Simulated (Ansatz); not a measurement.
# SnSe (SMILES [Se][Sn]): BCCD(T)/STO-3G

What is the electronic atomisation energy of SnSe at BCCD(T)/STO-3G? 

The calculation is run with Ansatz 0.2.0.

53 further runs of the same task are left out: 14 that didn't finish, 39 set aside as unsound or not needed.

## Step 1: Starting point

SnSe: 2 atoms, total charge 0, spin state singlet. SMILES: `[Se][Sn]`. The shape comes from GFN2-xTB, which is rough for such elements, and wasn't checked as a minimum.

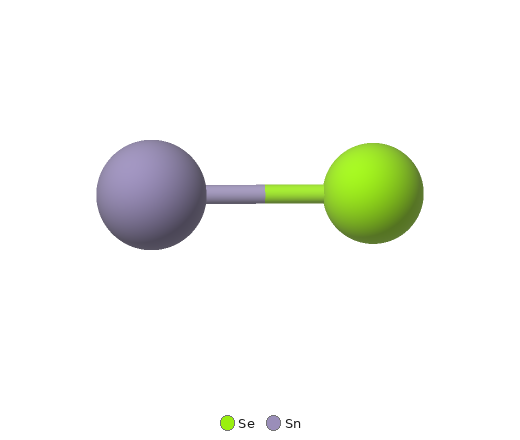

The structure, seen from a chosen angle (selenium green, tin purple).

## Step 2: The energy at BCCD(T)/STO-3G

Input file run.yaml:

```yaml
basis:
  gaussian:
    orbitals: STO-3G
crystal:
  periodic: [false, false, false]
  atoms:
    - symbol: Se
      position_ang: [0.000000, 0.000000, 0.000000]
    - symbol: Sn
      position_ang: [0.000000, 0.000000, 2.338340]
correlation:
  method: bccd_t
  frozen_orbitals: {Se: 9, Sn: 18}
accuracy: high
scf:
  omitted_lower_state_checks: [cluster_reference, increment]
```

Launch:

```bash
$ ansatz run run.yaml --threads 1 --pin off --max-ram 2610MiB --events-out events.jsonl --progress --plain --runs-dir runs
```

What it wrote:

```text
Warning: RAYON_NUM_THREADS=1 ignored (pool sized by the plan → 1); use --threads N
[... 11 lines left out ...]
27 core orbitals not correlated: weight in the atoms' cores, before any rotation towards them, 1.000 or more for the frozen orbitals, at most 0.000 for the correlated occupied ones
[... 20 lines left out ...]
Total energy: -226860.00424191 eV, -8336.9513846562 hartree
Checks for a lower state left out: cluster_reference, increment
```

Run time: 1.2 s. Hardware: 1 thread of Arm Neoverse V1, shared host; peak memory 0.11 GiB.

## Step 3: The Se atom, same level

Input file molecule.yaml:

```yaml
crystal:
  periodic: [false, false, false]
  atoms:
    - {symbol: Se, position_ang: [0.000000, 0.000000, 0.000000]}
basis:
  gaussian:
    orbitals: STO-3G
magnetization:
  spin_polarized: true
  initial_magnetization: 2
correlation:
  method: bccd_t
  frozen_orbitals: {Se: 9}
accuracy: high
scf:
  omitted_lower_state_checks: [cluster_reference, increment]
```

Run the same way, it converges to -2373.52735 Eh (log not shown).

## Step 4: The Sn atom, same level

Input file input.yaml:

```yaml
crystal:
  periodic: [false, false, false]
  atoms:
    - {symbol: Sn, position_ang: [0.000000, 0.000000, 0.000000]}
basis:
  gaussian: {orbitals: STO-3G}
accuracy: high
magnetization: {spin_polarized: true, initial_magnetization: 2}
scf: {omitted_lower_state_checks: [cluster_reference, increment]}
correlation: {method: bccd_t, frozen_orbitals: {Sn: 18}}
```

Run the same way, it converges to -5963.21986 Eh (log not shown).

## Step 5: Outcome

At BCCD(T)/STO-3G, 27 core orbitals frozen:

| quantity | value |
| --- | --- |
| molecule: total energy | -8336.95138 Eh |
| molecule: correlation energy (27 core orbitals frozen) | -82.3 mEh |
| molecule: (T) correction | -11.09 mEh |
| Se atom: total energy | -2373.52735 Eh |
| Se atom: correlation energy (9 core orbitals frozen) | 0.0 mEh |
| Se atom: (T) correction | 0.00 mEh |
| Se atom: ⟨S²⟩ of the reference determinant | 2.000 |
| Sn atom: total energy | -5963.21986 Eh |
| Sn atom: correlation energy (18 core orbitals frozen) | -13.7 mEh |
| Sn atom: (T) correction | 0.00 mEh |
| Sn atom: ⟨S²⟩ of the reference determinant | 2.000 |
| electronic atomisation energy | 5.556 eV |

In words: Taking the molecule apart into free atoms costs 5.56 eV (536 kJ/mol), before zero-point energy and without spin-orbit coupling. In a minimal basis such a difference can be off by several eV, whatever the method. The triples (molecule) make up 13.5 % of the correlation energy. Relativity is left out (molecule) although the molecule holds a heavy atom. The triples (Se atom) make up 0.0 % of the correlation energy. The triples (Sn atom) make up 0.0 % of the correlation energy.
